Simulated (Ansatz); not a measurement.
# Response to strain in PbS

Start from PbS in the rock salt structure (space group Fm-3m, No. 225; a = 6.009 Å).

Strains are applied to the cell and any free atomic positions relax.

All numbers come from PBE in Ansatz (plane waves to 420 eV, PAW, without spin-orbit coupling), earlier PAW set.

Notes on the quantities. energy relative to the base: free energy F.

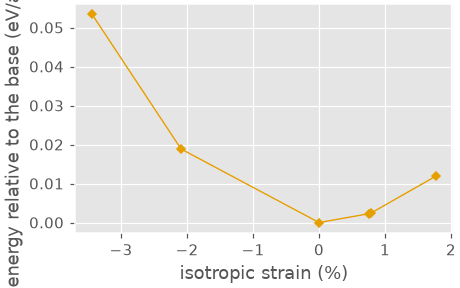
Figure: Energy relative to the base against isotropic strain

From the plot, what is the energy relative to the base for isotropic strain −3.44 %?

About 0.053 eV/atom.

Is the trend monotonic over the range shown?

No, it turns within the range, spanning 0 meV/atom to +53 meV/atom.

Stability against distortions was not tested.

Ansatz is an electronic-structure program.
